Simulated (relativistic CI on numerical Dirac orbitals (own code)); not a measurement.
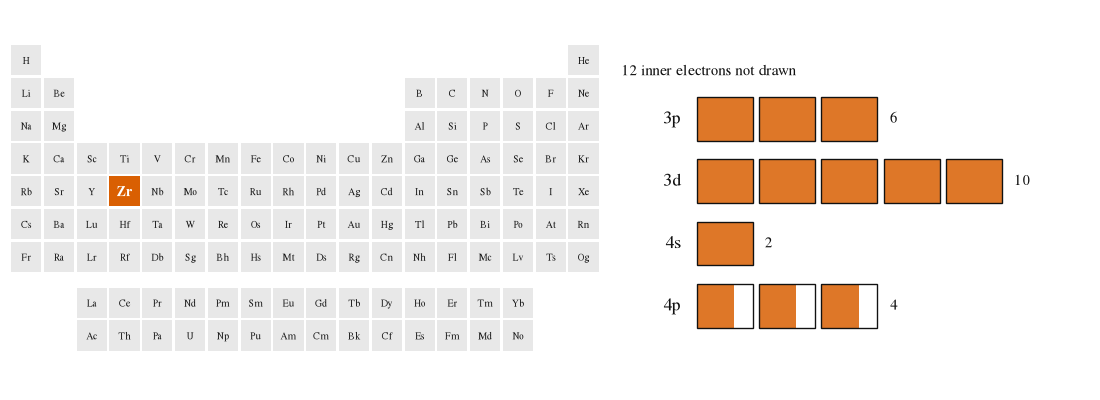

*Left, the place of zirconium in the periodic table; right, the outer shells of the leading configuration of the lowest level: a box for each of the 2l + 1 orbitals, shaded by the share of the shell that is filled, with the electron count at the right.*

# Run report: Zr⁶⁺, relativistic CI calculation

Zr⁶⁺. Computed at this level: Dirac-Coulomb-Breit CI, KLI orbitals optimised for each configuration, model QED (radiative potential, 1s self-energy scaled to tabulated hydrogen-like ionisation energies), valence Slater integrals scaled by 0.9, configuration energies shifted to the measured levels that pair with them (semi-empirical) (relativistic CI on numerical Dirac orbitals, in-house).

Key numbers:

- outcome: converged
- lowest level: 4s² 4p⁴ ³P₂
- first excited level: 4s² 4p⁴ ³P₀, 12,296 cm⁻¹
- levels computed: 2530
- SCF iterations: 264
- hardware: 1 thread of Arm Neoverse V1, 24 GiB of memory available, shared host
- wall time: 5.2 s

Notes:

To bear in mind: shifts are fitted to measured levels, configurations with none paired borrow a shift and can be misplaced by tens of thousands of cm⁻¹; one shift a configuration: terms inside it, and wavelengths, can be off by thousands of cm⁻¹; only a limited list of configurations is included, so lower levels can be missing; only lines among the lowest 400 of 2530 levels are drawn, so those from 4s² 4p³ 5g, 4s 4p⁴ 5p and 4s² 4p³ 5f are incomplete.

The input:
```
atom Zr  Z=40  charge=6  electrons=34
nucleus A=90  rms_radius_fm=4.2694
hamiltonian dirac-coulomb  breit=on  qed=on  c_scale=1
orbitals kli  potential=per-configuration
slater_scale 0.9
correlation fit
mixing on
configurations
  [Ar] 3d10 4s2 4p4
  [Ar] 3d10 4s 4p5
  [Ar] 3d10 4s2 4p3 4d
  [Ar] 3d10 4s2 4p3 5s
  [Ar] 3d10 4s2 4p3 5p
  [Ar] 3d10 4p6
  [Ar] 3d10 4s2 4p2 4d2
  [Ar] 3d10 4s 4p4 4d
  [Ar] 3d10 4s2 4p3 4f
  [Ar] 3d10 4s 4p4 4f
  [Ar] 3d10 4p4 4d2
  [Ar] 3d10 4s2 4p2 4f2
  [Ar] 3d10 4p5 4d
  [Ar] 3d10 4s2 4p3 5d
  [Ar] 3d10 4s 4p3 4d2
  [Ar] 3d10 4s2 4p3 6s
  [Ar] 3d10 4s 4p4 5s
  [Ar] 3d10 4s2 4p2 4d 4f
  [Ar] 3d10 4s2 4p3 6p
  [Ar] 3d10 4s2 4p3 5f
  [Ar] 3d10 4s2 4p3 5g
  [Ar] 3d10 4s2 4p3 6d
  [Ar] 3d10 4p4 4f2
  [Ar] 3d10 4s 4p4 5p
  [Ar] 3d10 4s2 4p2 4d 5s
  [Ar] 3d10 4s2 4p3 6f
  [Ar] 3d10 4s 4p3 5s2
  [Ar] 3d10 4p5 4f
  [Ar] 3d10 4s 4p4 5d
  [Ar] 3d10 4s 4p3 4d 4f
end
```

The run was one of a batch that the task file lists, launched with:
```bash
python <driver script> task.json out
```

The program writes its results to a structured record and prints no log; tables and figures of this report are taken from that record.

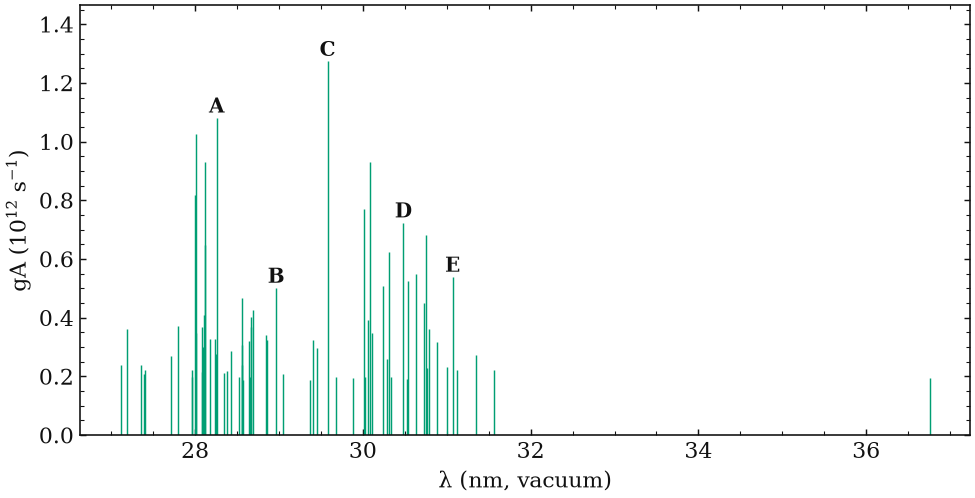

*The stronger electric dipole lines (weighted rates gA) for Zr VII (Zr⁶⁺).*

A: 4s² 4p² 4d² ⁵D₄ → 4s² 4p³ 4d ⁵D°₄, 28.26 nm, gA = 1.1×10¹² s⁻¹; B: 4s² 4p³ 4d ³P°₂ → 4s² 4p⁴ ³P₂, 28.97 nm, gA = 5.0×10¹¹ s⁻¹; C: 4s² 4p² 4d² ³H₆ → 4s² 4p³ 4d ³G°₅, 29.58 nm, gA = 1.3×10¹² s⁻¹; D: 4s² 4p² 4d² ⁵F₅ → 4s² 4p³ 4d ⁵D°₄, 30.48 nm, gA = 7.2×10¹¹ s⁻¹; E: 4s² 4p² 4d² J = 4 (even, mixed, level 291) → 4s² 4p³ 4d ³F°₃, 31.07 nm, gA = 5.4×10¹¹ s⁻¹. The strongest, C, lies in the extreme ultraviolet region.

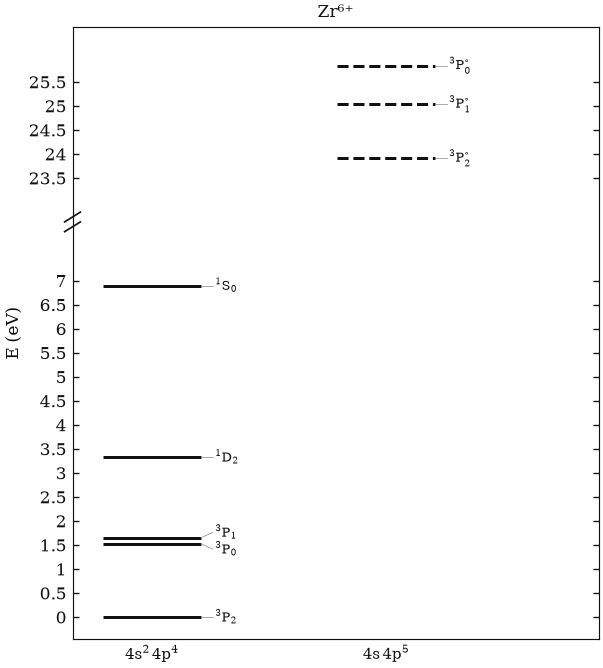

*Level diagram of Zr VII (Zr⁶⁺).*

The lowest level is 4s² 4p⁴ ³P₂. The first excited level, 4s² 4p⁴ ³P₀, lies at 1.52 eV. The ground term spreads over 1.65 eV in the order J = 2, 0, 1, an irregular order. The lowest level of opposite parity, 4s 4p⁵ ³P°₂, is at 23.9 eV. The levels are close to LS coupling (mean leading weight 86 % in LS and 78 % in jj).

```tsv
Configuration	Level	E (eV)	Landé g	Lifetime (s; – stable or not computed)
4s² 4p⁴	³P₂	0	1.455	–
4s² 4p⁴	³P₀	1.524	–	2.3×10¹
4s² 4p⁴	³P₁	1.653	1.501	2.1×10⁻²
4s² 4p⁴	¹D₂	3.327	1.045	1.5×10⁻²
4s² 4p⁴	¹S₀	6.898	–	1.6×10⁻³
4s 4p⁵	³P°₂	23.91	1.500	4.1×10⁻¹⁰
4s 4p⁵	³P°₁	25.04	1.486	3.7×10⁻¹⁰
4s 4p⁵	³P°₀	25.84	–	3.9×10⁻¹⁰
```
